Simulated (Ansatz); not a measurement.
The compound is EuSb (space group F-43m, No. 216), taken as coordinates from a relaxation with Ansatz, DFT, PBE, PAW with Ansatz's default frozen-core files, scalar-relativistic; the starting structure was generated, so it need not be a known form of this composition.

```cif
data_structure
_symmetry_space_group_name_H-M 'F-43m'
_symmetry_Int_Tables_number 216
_cell_length_a 7.2621
_cell_length_b 7.2621
_cell_length_c 7.2621
_cell_angle_alpha 90.000
_cell_angle_beta 90.000
_cell_angle_gamma 90.000
_cell_volume 382.99
loop_
_atom_site_label
_atom_site_type_symbol
_atom_site_symmetry_multiplicity
_atom_site_Wyckoff_symbol
_atom_site_fract_x
_atom_site_fract_y
_atom_site_fract_z
_atom_site_occupancy
Eu1 Eu 4 a 0.00000 0.00000 0.00000 1
Sb1 Sb 4 d 0.25000 0.25000 0.75000 1
```

Describe the stacking along [111], with columns A (0, 0), B (1/3, 2/3), C (2/3, 1/3) of the hexagonal mesh spanned by (a − b)/2 and (b − c)/2.

Eu(A) – Sb(B) – Eu(B) – Sb(C) – Eu(C) – Sb(A) (six layers in 12.58 Å).

Sb layers alone: BCA, the cubic close-packed type.

Eu: three tetrahedral sites (per hexagonal cell).

Polytype symbol 3C, the symbol of a tetrahedral polytype (number of double layers in the repeat and lattice).

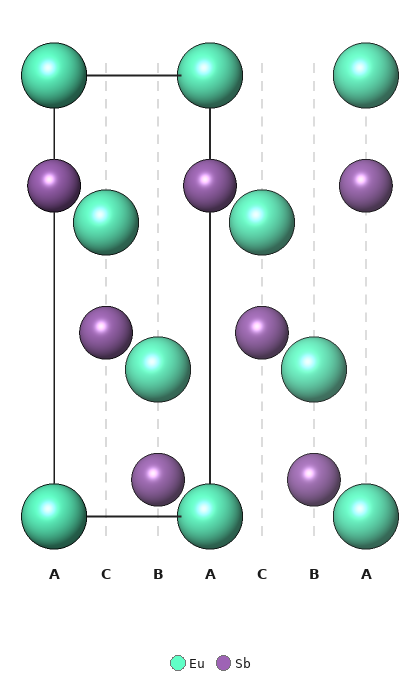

The picture looks along a close-packed row of the hexagonal mesh; [111] points upwards. The dashed lines mark the three columns A (0, 0), B (1/3, 2/3) and C (2/3, 1/3). The box is the hexagonal cell of the face-centred cubic lattice. The sequence starts with the first layer at or above the cell's origin.
